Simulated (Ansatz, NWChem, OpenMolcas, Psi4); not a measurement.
**How basis sets differ on BH2Cl (SMILES BCl)**

BH2Cl: 4 atoms, total charge 0, spin state singlet. As SMILES, `BCl`. The shape is that of a PBE0-D4/def2-TZVP optimisation.

Quantity: the dipole moment, in D. The values are calculated.

```
                        level          kind     program  value (D)  CPU time
            HF/ANO-R0 (sfX2C)  Hartree–Fock  OpenMolcas       0.58     1.3 s
         HF/ANO-RCC-MB (DKH2)  Hartree–Fock  OpenMolcas       1.04     3.1 s
          HF/ANO-XS-MB (DKH2)  Hartree–Fock  OpenMolcas       0.91     2.3 s
                    HF/STO-3G  Hartree–Fock      Ansatz       1.50    0.23 s
                     HF/3-21G  Hartree–Fock  OpenMolcas       1.62     1.8 s
                  HF/def2-SVP  Hartree–Fock  OpenMolcas       0.80     2.2 s
HF/def2-SVP (density fitting)  Hartree–Fock        Psi4       0.80     2.5 s
                 HF/def2-TZVP  Hartree–Fock      NWChem       0.88      17 s
```

The values span 0.58 to 1.62 D. Magnitudes only. Sets without polarisation functions give poor dipoles. Without the sets that lack polarisation functions the rows with a basis span only 0.80 to 0.88 D. CPU times are rough (shared hosts, several kinds of processor and program).

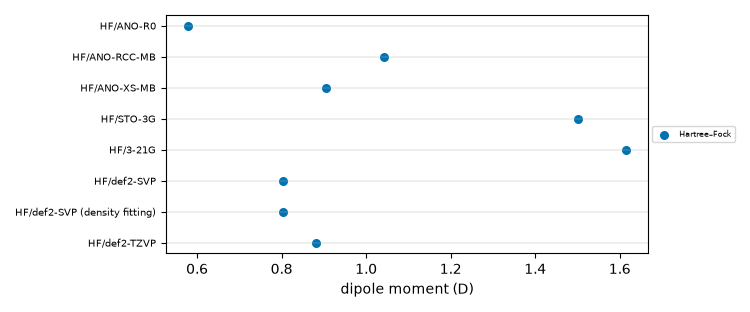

The values of the table, level by level.
